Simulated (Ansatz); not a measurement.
**UB2PLYP/STO-3G run of AlNH2Cl (SMILES [NH2][Al][Cl])**

Aim: the vertical electron affinity of AlNH2Cl at UB2PLYP/STO-3G, from 2 runs. 

The calculation is run with Ansatz 0.2.0.

79 further runs of the same task are left out: 2 that didn't finish, 77 set aside as unsound or not needed.

## 1. The molecule

AlNH2Cl: 5 atoms, total charge 0, spin state doublet. As SMILES, `[NH2][Al][Cl]`. The coordinates come from a PBE0-D4/def2-TZVP relaxation. This is one conformer, not always the lowest.

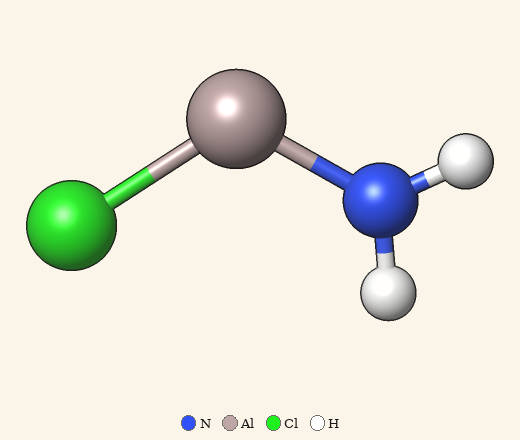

The structure, seen from a chosen angle (nitrogen blue, aluminium light grey, chlorine green, hydrogen white).

## 2. The energy at UB2PLYP/STO-3G

in.yaml

```yaml
crystal:
  periodic: [false, false, false]
  atoms:
    - {symbol: "N", position_ang: [-0.549400, 0.461700, -0.232000]}
    - {symbol: Al, position_ang: [0.402600, -0.291600, 1.049100]}
    - {symbol: Cl, position_ang: [1.907000, -1.649700, 0.440800]}
    - {symbol: H, position_ang: [-1.293600, 1.123300, -0.083500]}
    - {symbol: H, position_ang: [-0.416600, 0.282700, -1.215900]}
basis:
  gaussian:
    orbitals: STO-3G
magnetization:
  spin_polarized: true
  initial_magnetization: 1
hamiltonian:
  xc: {name: B2PLYP}
correlation:
  frozen_orbitals: {Al: 5, Cl: 5, H: 0, "N": 1}
accuracy: high
```

The run is started by

```console
$ ansatz run in.yaml --threads 1 --pin off --max-ram 2610MiB --events-out events.jsonl --progress --plain --runs-dir runs
```

Standard output:

```text
Warning: RAYON_NUM_THREADS=1 ignored (pool sized by the plan → 1); use --threads N
Functional definition: B2PLYP
  name "B2PLYP"
  parameter a = 0.53
  parameter c = 0.27
  exchange = (1 - a)*b88_x + a*exact_x
  correlation = (1 - c)*lyp_c + c*(mp2_os + mp2_ss)
452 factors; integrals over basis functions are off by at most 2.1e-8 eV
mean field evaluation 1: about -20394.2349 eV, gradient 1.7e1 eV
mean field evaluation 2: about -20394.2529 eV, gradient 1.7e1 eV
mean field evaluation 4: about -20396.5315 eV, gradient 1.3e0 eV
mean field evaluation 8: about -20396.5513 eV, gradient 2.6e-2 eV
mean field evaluation 16: about -20396.5513 eV, gradient 1.5e-6 eV
mean field -20396.55134707 eV, -749.5594367257 hartree, gradient 3.9e-8 eV, S^2 0.752216; 0 other end points of the search recorded, 0 dependent functions left out
11 core orbitals not correlated: weight in the atoms' cores, before any rotation towards them, 0.999 or more for the frozen orbitals, at most 0.000 for the correlated occupied ones
reference -20396.55136620 eV, -749.5594374288 hartree; 9, 8 occupied and 5, 6 virtual orbitals, 452 factors
second order -2.35404754 eV of doubles, -0.00000000 eV of singles
Total energy: -20397.18695904 eV, -749.5827950348 hartree
```

It took 2.7 s on 1 thread of Arm Neoverse V2, shared host; peak memory 0.15 GiB.

## 3. The singlet anion, same level

in.yaml

```yaml
crystal:
  periodic: [false, false, false]
  atoms:
    - symbol: "N"
      position_ang: [-0.549400, 0.461700, -0.232000]
    - symbol: Al
      position_ang: [0.402600, -0.291600, 1.049100]
    - symbol: Cl
      position_ang: [1.907000, -1.649700, 0.440800]
    - symbol: H
      position_ang: [-1.293600, 1.123300, -0.083500]
    - symbol: H
      position_ang: [-0.416600, 0.282700, -1.215900]
basis:
  gaussian:
    orbitals: STO-3G
total_charge: -1
hamiltonian:
  xc: {name: B2PLYP}
correlation:
  frozen_orbitals: {Al: 5, Cl: 5, H: 0, "N": 1}
accuracy: high
```

The run is started by

```console
$ ansatz run in.yaml --threads 1 --pin off --max-ram 2610MiB --events-out events.jsonl --progress --plain --runs-dir runs
```

Standard output, cut to the lines that bear on the results:

```text
Warning: RAYON_NUM_THREADS=1 ignored (pool sized by the plan → 1); use --threads N
Functional definition: B2PLYP
  name "B2PLYP"
[...]
452 factors; integrals over basis functions are off by at most 2.1e-8 eV
[...]
mean field -20391.82465215 eV, -749.3857338913 hartree, gradient 2.2e-8 eV, S^2 0.000000; 0 other end points of the search recorded, 0 dependent functions left out
11 core orbitals not correlated: weight in the atoms' cores, before any rotation towards them, 0.999 or more for the frozen orbitals, at most 0.000 for the correlated occupied ones
reference -20391.82467101 eV, -749.3857345846 hartree; 9, 9 occupied and 5, 5 virtual orbitals, 452 factors
second order -2.30241300 eV of doubles, -0.00000000 eV of singles
Total energy: -20392.44632252 eV, -749.4085798562 hartree
```

It took 1.8 s on 1 thread of Arm Neoverse V2, shared host; peak memory 0.11 GiB.

## 4. Summary of results

Level: UB2PLYP/STO-3G, 11 core orbitals frozen.

```
                                         quantity          value
                    doublet AlNH2Cl: total energy  -749.58280 Eh
                            doublet AlNH2Cl: ⟨S²⟩          0.752
                      singlet anion: total energy  -749.40858 Eh
vertical electron affinity (to the singlet anion)      -4.741 eV
```

The anion lies 4.74 eV (457 kJ/mol) above the neutral: the electron isn't bound at this level, and such a value depends on the basis. Without diffuse functions anions come out too high. In a minimal basis such a difference can be off by several eV, whatever the method.
